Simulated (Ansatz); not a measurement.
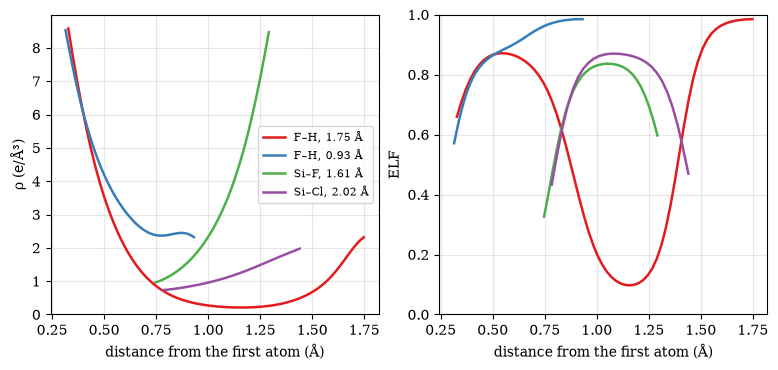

Figure 1: ClFH$_{2}$Si···HCl···HF. Total electron density and electron localisation function along straight lines between neighbouring atoms. The curves leave out the atomic cores.

The product side of a reaction path; geometry: PBE0-D4/def2-TZVP.

Level of theory: Ansatz, RKS PBE0-D4/def2-TZVPP.

```yaml
atoms:
  - { symbol: Si, position_ang: [-1.7959, 0.3870, -0.1441] }
  - { symbol: Cl, position_ang: [3.3305, 0.6094, -0.9291] }
  - { symbol: H, position_ang: [-2.6464, -0.3483, -1.0956] }
  - { symbol: H, position_ang: [-2.5370, 1.1878, 0.8454] }
  - { symbol: Cl, position_ang: [-0.4681, 1.5444, -1.1347] }
  - { symbol: H, position_ang: [0.7158, -1.1517, 0.9206] }
  - { symbol: F, position_ang: [-0.9605, -0.7184, 0.6841] }
  - { symbol: H, position_ang: [2.7297, -0.2032, -0.1279] }
  - { symbol: F, position_ang: [1.6320, -1.3070, 0.9814] }
```

Q: What can be read from the curves?

A: F7···H6 (1.75 Å): the density falls to about 0.21 e/Å³ on the way; the ELF dips to about 0.10 between them: by its geometry a hydrogen bond between the two molecules, with no shared pair.
F–H (0.93 Å): ρ at the midpoint is about 4.7 e/Å³; the ELF climbs to about 1 towards the hydrogen, as it does in any bond to H; a covalent bond by its length.
Si–F (1.61 Å): ρ is about 1.1 e/Å³ halfway; the ELF peaks at about 0.85 in the valence shell of F, 0.6 Å from its nucleus, and is about 0.55 at the midpoint.
Si–Cl (2.02 Å): the density is about 0.97 e/Å³ at the midpoint; the ELF peaks at about 0.85 between the atoms (a shared but strongly polarised pair).
